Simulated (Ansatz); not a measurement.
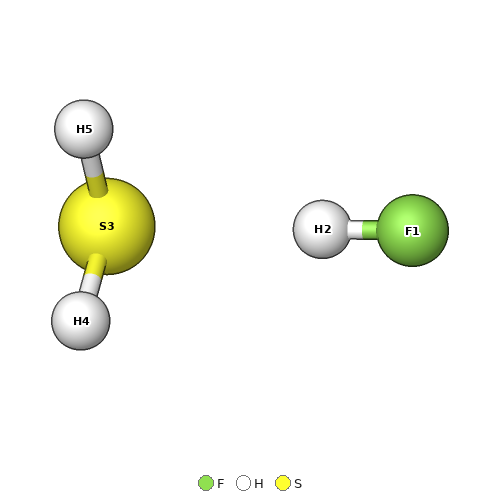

The system is the pair FH···H₂S; the picture shows the reference structure. The turn is about an axis along (0.88, 0.15, 0.44) in the frame of the relaxed pair, normal to the line between the partners. Coordinates scanned: (1) distance S3···H2; (2) turn of F1, H2 about S3. The scan uses a 15 × 15 grid; 120 points were computed and 105 follow by symmetry. Energies: eV, counted from the two partners far apart, frozen as in the relaxed pair, each in its own basis (no counterpoise correction). Computed with Ansatz, RKS PBE0-D4/def2-TZVPD.

Its coordinates:

```yaml
atoms:
  - { symbol: F, position_ang: [0.6197, 0.1829, -2.0361] }
  - { symbol: H, position_ang: [0.1693, 0.0713, -1.2215] }
  - { symbol: S, position_ang: [-0.7835, -0.1729, 0.7614] }
  - { symbol: H, position_ang: [0.1776, -0.9926, 1.2176] }
  - { symbol: H, position_ang: [-0.1831, 0.9113, 1.2787] }
```

Range: distance S3···H2 from 1.859 to 3.859 Å; turn of F1, H2 about S3 from −120.0 to 120.0°.

Question: Predict the map.

Answer: The lowest grid point is at distance S3···H2 = 2.206 Å, turn of F1, H2 about S3 = 0.0°, −0.279 eV from the two partners far apart, frozen as in the relaxed pair, each in its own basis (no counterpoise correction). It is the only kind of minimum in the scanned range. The highest grid point, distance S3···H2 = 1.859 Å, turn of F1, H2 about S3 = −85.7°, lies 0.847 eV above the lowest. Round the minimum the two coordinates are nearly uncoupled.

| turn of F1, H2 about S3 ↓, distance S3···H2 → | 1.859 | 1.909 | 1.991 | 2.091 | 2.206 | 2.332 | 2.470 | 2.617 | 2.773 | 2.937 | 3.108 | 3.286 | 3.471 | 3.662 | 3.859 |
| --- | --- | --- | --- | --- | --- | --- | --- | --- | --- | --- | --- | --- | --- | --- | --- |
| 120.0 | 0.357 | 0.281 | 0.185 | 0.104 | 0.044 | 0.007 | −0.013 | −0.021 | −0.023 | −0.021 | −0.017 | −0.013 | −0.009 | −0.006 | −0.004 |
| 102.9 | 0.550 | 0.460 | 0.342 | 0.239 | 0.158 | 0.102 | 0.066 | 0.043 | 0.030 | 0.023 | 0.019 | 0.016 | 0.014 | 0.013 | 0.012 |
| 85.7 | 0.569 | 0.478 | 0.360 | 0.256 | 0.174 | 0.117 | 0.079 | 0.054 | 0.040 | 0.030 | 0.025 | 0.021 | 0.018 | 0.016 | 0.015 |
| 68.6 | 0.405 | 0.329 | 0.232 | 0.149 | 0.086 | 0.045 | 0.020 | 0.007 | 0.001 | −0.001 | −0.001 | 0.000 | 0.001 | 0.002 | 0.003 |
| 51.4 | 0.189 | 0.128 | 0.054 | −0.006 | −0.046 | −0.066 | −0.073 | −0.071 | −0.064 | −0.055 | −0.045 | −0.037 | −0.029 | −0.023 | −0.018 |
| 34.3 | 0.009 | −0.041 | −0.100 | −0.143 | −0.167 | −0.172 | −0.164 | −0.148 | −0.129 | −0.110 | −0.091 | −0.075 | −0.061 | −0.049 | −0.039 |
| 17.1 | −0.105 | −0.150 | −0.201 | −0.235 | −0.249 | −0.245 | −0.228 | −0.204 | −0.177 | −0.150 | −0.125 | −0.103 | −0.084 | −0.068 | −0.056 |
| 0.0 | −0.144 | −0.188 | −0.236 | −0.268 | −0.279 | −0.271 | −0.251 | −0.224 | −0.194 | −0.164 | −0.137 | −0.113 | −0.093 | −0.076 | −0.061 |
| −17.1 | −0.105 | −0.150 | −0.201 | −0.235 | −0.249 | −0.245 | −0.228 | −0.204 | −0.177 | −0.150 | −0.125 | −0.103 | −0.084 | −0.068 | −0.056 |
| −34.3 | 0.009 | −0.041 | −0.100 | −0.143 | −0.167 | −0.172 | −0.164 | −0.148 | −0.129 | −0.110 | −0.091 | −0.075 | −0.061 | −0.049 | −0.039 |
| −51.4 | 0.189 | 0.128 | 0.054 | −0.006 | −0.046 | −0.066 | −0.073 | −0.071 | −0.064 | −0.055 | −0.045 | −0.037 | −0.029 | −0.023 | −0.018 |
| −68.6 | 0.405 | 0.329 | 0.232 | 0.149 | 0.086 | 0.045 | 0.020 | 0.007 | 0.001 | −0.001 | −0.001 | 0.000 | 0.001 | 0.002 | 0.003 |
| −85.7 | 0.569 | 0.478 | 0.360 | 0.256 | 0.174 | 0.117 | 0.079 | 0.054 | 0.040 | 0.030 | 0.025 | 0.021 | 0.018 | 0.016 | 0.015 |
| −102.9 | 0.550 | 0.460 | 0.342 | 0.239 | 0.158 | 0.102 | 0.066 | 0.043 | 0.030 | 0.023 | 0.019 | 0.016 | 0.014 | 0.013 | 0.012 |
| −120.0 | 0.357 | 0.281 | 0.185 | 0.104 | 0.044 | 0.007 | −0.013 | −0.021 | −0.023 | −0.021 | −0.017 | −0.013 | −0.009 | −0.006 | −0.004 |

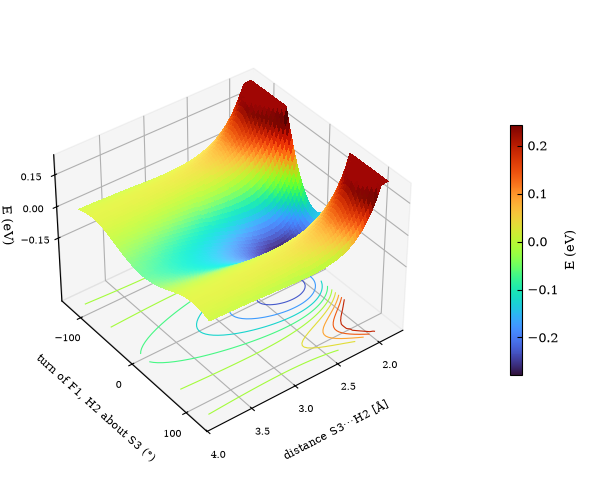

In the figure: a relief with its contours projected below, any walls above the top of the colour scale cut off. Between grid points the surface is interpolated.

Each point was launched as `ansatz run input.yaml --threads 1 --pin off --max-ram 2560MiB --backend cpu --events-out ev --progress --plain --runs-dir out`. Time for the 120 points that were run: 3.5 min on 1 thread of Intel(R) Xeon(R) Platinum 8375C CPU @ 2.90GHz (Ice Lake), on a shared host.
